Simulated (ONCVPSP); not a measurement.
**Pseudopotential generation, with input and output: Cr**

- system: chromium (Cr, Z = 24), core [Ne], reference valence 3s2 3p6 3d5 4s1, valence charge 14.
- method: ONCV potential, BLYP, scalar-relativistic, made with ONCVPSP 4.0.1

### Key numbers

- outcome: generated
- cutoffs needed: 217 Ha and 265 Ha (the cutoffs at which the residual kinetic energy of the hardest occupied pseudo-wave falls to 1 and 0.1 mHa per electron)
- ghost test: no bound ghost flagged; no localised positive-energy state flagged (flags above 300 eV left out)
- configuration tests: 1 of 4 tests not solved
- largest excitation error among the tests solved: +3.4 meV (all-electron minus pseudo) for 3s2 3p6 3d4 4s1 4p1
- range over which the phases arctan(r R′/R) at the test radius agree within 0.05 rad (a looser test near the poles than one of phase shifts): s: over the whole range computed; p: over the whole range computed; d: over the whole range computed; f: not judged, local potential alone
- hardware: 1 CPU thread, shared host
- wall time: 4 s

### Remarks

Warnings of the program, in the generation or the tests: psatom: WARNING lschvkbb convergence error n,l,iter= 3 2 3.

### Input
```
# ATOM AND REFERENCE CONFIGURATION
# atsym  z   nc   nv     iexc    psfile
  Cr 24.00    3    4  -106131      upf
#
#   n    l    f
    1    0    2.00
    2    0    2.00
    2    1    6.00
    3    0    2.00
    3    1    6.00
    3    2    5.00
    4    0    1.00
#
# PSEUDOPOTENTIAL AND OPTIMIZATION
# lmax
    2
#
#   l,   rc,      ep,       ncon, nbas, qcut
    0    1.40    0.00    4    9   10.00
    1    1.15    0.00    4    9   10.60
    2    1.05    0.00    5    9   10.00
#
# LOCAL POTENTIAL
# lloc, lpopt,  rc(5),   dvloc0
    4    5    0.80    1.00
#
# VANDERBILT-KLEINMAN-BYLANDER PROJECTORs
# l, nproj, debl
    0    2    0.90
    1    3    3.90
    2    1    1.30
#
# MODEL CORE CHARGE
# icmod, fcfact, rcfact
    0    0.00    0.00
#
# LOG DERIVATIVE ANALYSIS
# epsh1, epsh2, depsh
   -4.00    5.00    0.02
#
# OUTPUT GRID
# rlmax, drl
    6.00    0.01
#
# TEST CONFIGURATIONS
# ncnf
    4
# nvcnf
#   n    l    f
    4
    3    0    2.00
    3    1    6.00
    3    2    5.00
    4    0    0.00
#
    4
    3    0    2.00
    3    1    6.00
    3    2    4.00
    4    0    0.00
#
    4
    3    0    2.00
    3    1    6.00
    3    2    3.00
    4    0    0.00
#
    5
    3    0    2.00
    3    1    6.00
    3    2    4.00
    4    0    1.00
    4    1    1.00
#
```

Launched with:
```bash
oncvpsp.x < Cr.dat > Cr.out
```

### The program's output (extracts)
```
ONCVPSP  (Optimized Norm-Conservinng Vanderbilt PSeudopotential)
scalar-relativistic version 4.0.1

#   n    l    f        energy (Ha)
    1    0    2.00    -2.1620061E+02
    2    0    2.00    -2.4518867E+01
    2    1    6.00    -2.0614820E+01
    3    0    2.00    -2.7105937E+00
    3    1    6.00    -1.6640693E+00
    3    2    5.00    -1.0459960E-01
    4    0    1.00    -1.4608531E-01

Reference configufation results
  iterations    47
  all-electron total energy (Ha)   -1.05082383D+03

Begin loop to  construct optimized pseudo wave functions
and semi-local pseudopoentials for all angular momenta

Calculating optimized projector #   1

 for l=   0

    Fraction of norm inside rc  0.918418
    Optimizing pswf for qcut=  10.00 a_B^-1,  ecut=  50.01 Ha
    Residual kinetic energy error=  9.27D-08 Ha

    Energy error per electron        Cutoff
         Ha          eV             Ha
         0.01000     0.27211       22.88
         0.00100     0.02721       30.89
         0.00010     0.00272       36.96
         0.00001     0.00027       42.00

Calculating optimized projector #   2

 for l=   0

    Fraction of norm inside rc  0.031400
    Optimizing pswf for qcut=  10.00 a_B^-1,  ecut=  50.01 Ha
    Residual kinetic energy error=  4.70D-08 Ha

    Energy error per electron        Cutoff
         Ha          eV             Ha
         0.01000     0.27211        7.58
         0.00100     0.02721       24.75
         0.00010     0.00272       33.02
         0.00001     0.00027       39.38

   Wellstate for l =  1  n =  5
     eigenvalue =   2.2359
     asymptotic potential =   2.7359
     half-point radius =  2.9652

   Wellstate for l =  1  n =  6
     eigenvalue =   6.1359
     asymptotic potential =   6.6359
     half-point radius =  2.5741

Calculating optimized projector #   1

 for l=   1

    Fraction of norm inside rc  0.728077
    Optimizing pswf for qcut=  10.59 a_B^-1,  ecut=  56.05 Ha
    Residual kinetic energy error=  2.27D-06 Ha

    Energy error per electron        Cutoff
         Ha          eV             Ha
         0.01000     0.27211       19.64
         0.00100     0.02721       24.94
         0.00010     0.00272       31.88
         0.00001     0.00027       49.45

Calculating optimized projector #   2

 for l=   1

    Fraction of norm inside rc  0.053175
    Optimizing pswf for qcut=  10.59 a_B^-1,  ecut=  56.05 Ha
    Residual kinetic energy error=  2.85D-06 Ha

    Energy error per electron        Cutoff
         Ha          eV             Ha
         0.01000     0.27211       17.78
         0.00100     0.02721       23.60
         0.00010     0.00272       30.01
         0.00001     0.00027       50.34

Calculating optimized projector #   3

 for l=   1

    Fraction of norm inside rc  0.054162
    Optimizing pswf for qcut=  10.59 a_B^-1,  ecut=  56.05 Ha
    Residual kinetic energy error=  1.43D-05 Ha

    Energy error per electron        Cutoff
         Ha          eV             Ha
         0.01000     0.27211       20.36
         0.00100     0.02721       26.78
         0.00010     0.00272       45.58
         0.00001     0.00027       57.97

Calculating optimized projector #   1

 for l=   2

    Fraction of norm inside rc  0.395246
    Optimizing pswf for qcut=  10.00 a_B^-1,  ecut=  49.95 Ha
    Residual kinetic energy error=  1.08D-02 Ha

    Energy error per electron        Cutoff
         Ha          eV             Ha
         0.01000     0.27211       50.86
         0.00100     0.02721      216.56
         0.00010     0.00272      265.48
         0.00001     0.00027      342.19

Construct Vanderbilt / Kleinmman-Bylander projectors

B matrix Hermiticity error, ll=   0
   1   2    1.8534E-04

  Orthonormal projector coefficients  1.6302E+01  2.2232E+00

B matrix Hermiticity error, ll=   1
   1   2   -4.1975E-04
   1   3    7.4711E-04
   2   3    1.8368E-04

  Orthonormal projector coefficients  1.0974E+01  2.8395E+00  4.1940E-01

Pseudoatom total energy  -86.560063

Diagnostic tests using Vanderbilt-Kleinman-Bylander pseudopotentials
  1 or more projectors used as specified by nproj input data

   l    rcore       rmatch      e in        delta e   norm test  slope test

   0   1.4073591   1.4500896  -2.7105937   0.0000012   1.0001425   1.0001379
   0   1.4073591   1.4500896  -0.1460853   0.0000034   1.0000418   1.0000352

   1   1.1552382   1.1903138  -1.6640693  -0.0000115   1.0001423   1.0001749
   1   1.1552382   1.1903138   2.2359307   0.0000512   1.0003943   1.0003943
   1   1.1552382   1.1903138   6.1359307   0.0003431   1.0004591   1.0004591

   2   1.0560922   1.0881575  -0.1045996   0.0000138   1.0000157   1.0000067

 Testing for bound ghosts
   n   l    E NL Schr. Eq   E Basis Diag.   E Cutoff

   1   0       -2.710593       -2.710588    176.74
   2   0       -0.146082        0.011934    176.74

   2   1       -1.664081       -1.663286    374.64

   3   2       -0.104586       -0.052245    308.10

 Testing for highly-localized positive-energy ghosts
       l    <radius>/rc     E Basis Diag.   E Cutoff

       0        0.970279       12.390812    176.74  WARNING - GHOST(+)

Test configuration 0

   n   l     f        eae           eps        diff
   1   0  2.0000 -216.20060644
   2   0  2.0000  -24.51886711
   2   1  6.0000  -20.61481974
   3   0  2.0000   -2.71059367   -2.71059250    1.16D-06
   3   1  6.0000   -1.66406933   -1.66408084   -1.15D-05
   3   2  5.0000   -0.10459960   -0.10458580    1.38D-05
   4   0  1.0000   -0.14608531   -0.14608195    3.36D-06

    Total energies and differences
      AE_ref= -1.05082383D+03  AE_tst= -1.05082383D+03  dif=  0.00D+00
      PS_ref= -8.65600629D+01  PS_tst= -8.65600629D+01  dif= -1.14D-13
      PSP excitation error=  1.14D-13

Test configuration 1

   n   l     f        eae           eps        diff
   1   0  2.0000 -216.46418868
   2   0  2.0000  -24.77307837
   2   1  6.0000  -20.86985918
   3   0  2.0000   -2.97198899   -2.97162708    3.62D-04
   3   1  6.0000   -1.92667322   -1.92644783    2.25D-04
   3   2  5.0000   -0.36463873   -0.36464899   -1.03D-05

    Total energies and differences
      AE_ref= -1.05082383D+03  AE_tst= -1.05056767D+03  dif=  2.56D-01
      PS_ref= -8.65600629D+01  PS_tst= -8.63039221D+01  dif=  2.56D-01
      PSP excitation error=  2.37D-05

Test configuration 2

   n   l     f        eae           eps        diff
   1   0  2.0000 -216.98784573
   2   0  2.0000  -25.31192284
   2   1  6.0000  -21.40715945
   3   0  2.0000   -3.49055510   -3.49108738   -5.32D-04
   3   1  6.0000   -2.43894270   -2.43929453   -3.52D-04
   3   2  4.0000   -0.84057432   -0.84056898    5.33D-06

    Total energies and differences
      AE_ref= -1.05082383D+03  AE_tst= -1.04997646D+03  dif=  8.47D-01
      PS_ref= -8.65600629D+01  PS_tst= -8.57126805D+01  dif=  8.47D-01
      PSP excitation error= -4.12D-06

Test configuration 3

psatom: WARNING lschvkbb convergence error n,l,iter=   3   2   3
ea(ii),et,emin,emax -1.045858E-01 -1.150444E-01 -1.150444E-01 -1.150444E-01
run_config: WARNING for fully non-local PS atom, stg. 1
 WARNING no output for configuration 4

Test configuration 4

   n   l     f        eae           eps        diff
   1   0  2.0000 -216.39803551
   2   0  2.0000  -24.73483155
   2   1  6.0000  -20.82888862
   3   0  2.0000   -2.91052319   -2.91117805   -6.55D-04
   3   1  6.0000   -1.85892867   -1.85937045   -4.42D-04
   3   2  4.0000   -0.26991760   -0.26971151    2.06D-04
   4   0  1.0000   -0.21142509   -0.21147057   -4.55D-05
   4   1  1.0000   -0.07345373   -0.07346337   -9.65D-06

    Total energies and differences
      AE_ref= -1.05082383D+03  AE_tst= -1.05069525D+03  dif=  1.29D-01
      PS_ref= -8.65600629D+01  PS_tst= -8.64316022D+01  dif=  1.28D-01
      PSP excitation error=  1.26D-04
```

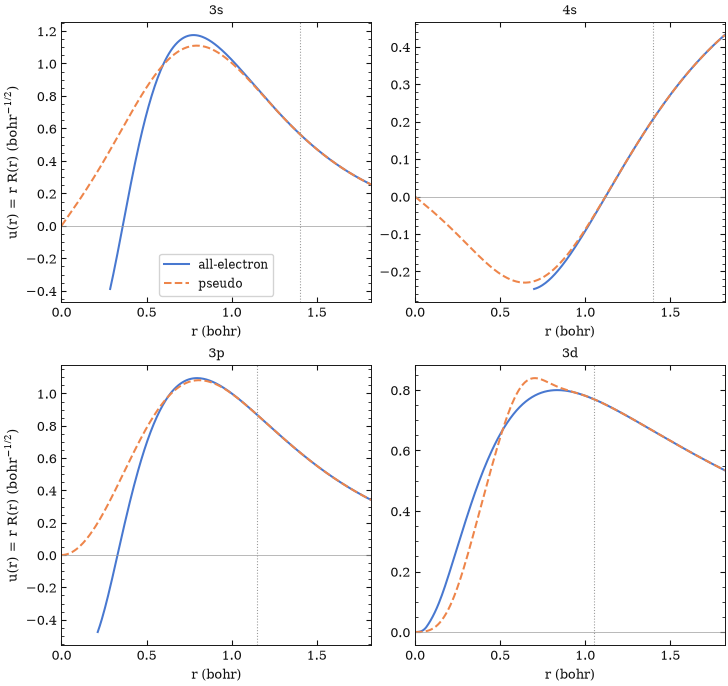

**Figure 1.** Pseudo-waves (dashed) against the all-electron radial functions (solid). Dotted lines mark the matching radii. The innermost oscillations of some all-electron curves aren't drawn. Pseudo-waves: 3s has no node; 4s has a node at about 1.1 bohr; 3p has no node; 3d has no node. A node in 4s is expected, since a lower shell of the same l is also in the valence and the two must stay orthogonal.

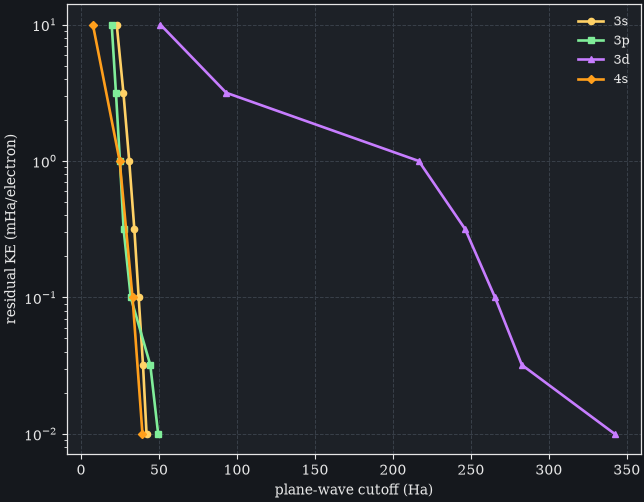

**Figure 2.** Residual kinetic energy of the pseudo-waves (the first of each channel, and further valence shells) beyond the plane-wave cutoff, as the generator prints it.

- Hardest wave at 1 mHa per electron: 3d, with rc = 1.05 bohr and qcut = 10 1/bohr. The optimisation minimises, but can't always remove, the kinetic energy above qcut²/2 = 50.0 Ha, and a larger rc would as a rule soften the wave at some cost in transferability.
- Cutoffs for 1 mHa per electron: 3d: 217 Ha; 3s: 31 Ha; 3p: 25 Ha; 4s: 25 Ha.
- Cutoffs for the occupied states: 217 Ha for 1 mHa and 265 Ha for 0.1 mHa per electron. The first is set by 3d.

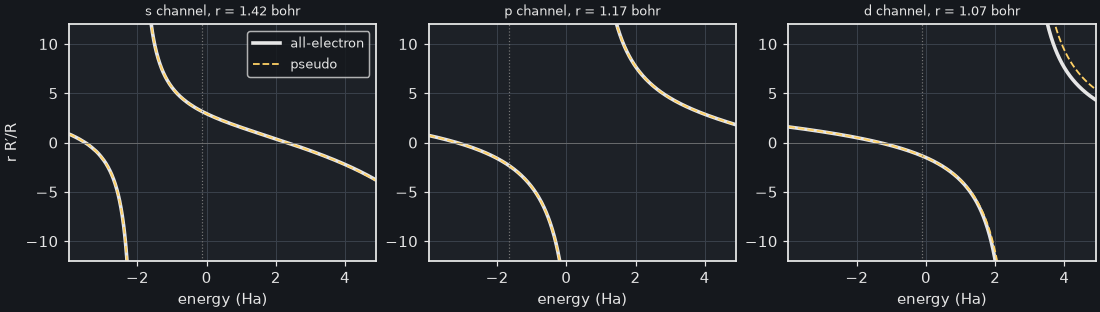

**Figure 3.** Logarithmic derivatives r R′/R at the test radius against energy, all-electron atom (solid) and pseudo-atom (dashed). Here R(r) is the radial function. The dotted line marks the reference energy of the channel. Not drawn: f: not judged.

- Zeros of the logarithmic derivative: s: all-electron -3.5 and 2.3 Ha, pseudo -3.5 and 2.3 Ha; p: all-electron -3.2 Ha, pseudo -3.2 Ha; d: all-electron -1.3 Ha, pseudo -1.3 Ha.
- Poles, where the radial function vanishes at the test radius: s: all-electron at -2.0 Ha, pseudo at -2.0 Ha; p: all-electron at 0.5 Ha, pseudo at 0.5 Ha; d: all-electron at 2.7 Ha, pseudo at 2.8 Ha.
- Ghost states: the plot shows none: pseudo and all-electron curves have the same branches in all channels drawn. The separate test gives: no bound ghost flagged; no localised positive-energy state flagged (flags above 300 eV left out).

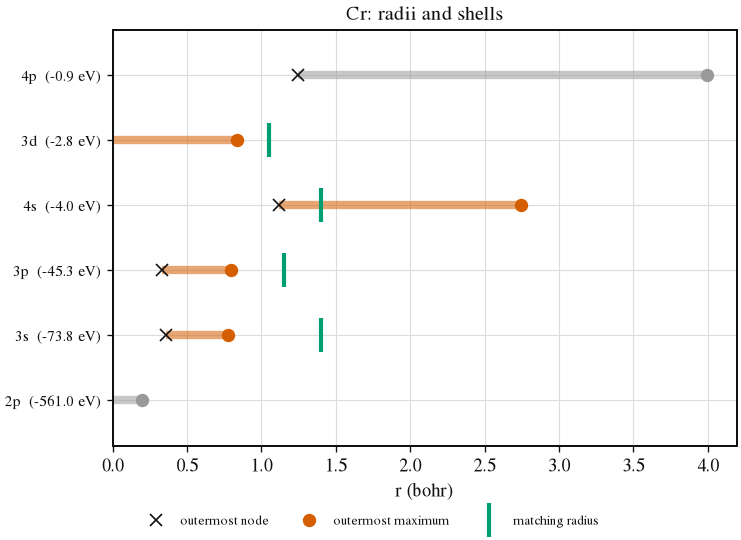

**Figure 4.** Outer shells of the all-electron reference atom: each bar runs from the outermost node (or the nucleus) to the outermost maximum of u(r); the tick is the radius chosen for the pseudo-wave. Shells without a tick have no pseudo-wave of their own. Levels, nodes and maxima are from ld1.x, scalar-relativistic.

- Radii against the shells: 3s: 1.40 bohr, outside the maximum; 3p: 1.15 bohr, outside the maximum; 4s: 1.40 bohr, between node and maximum; 3d: 1.05 bohr, outside the maximum.
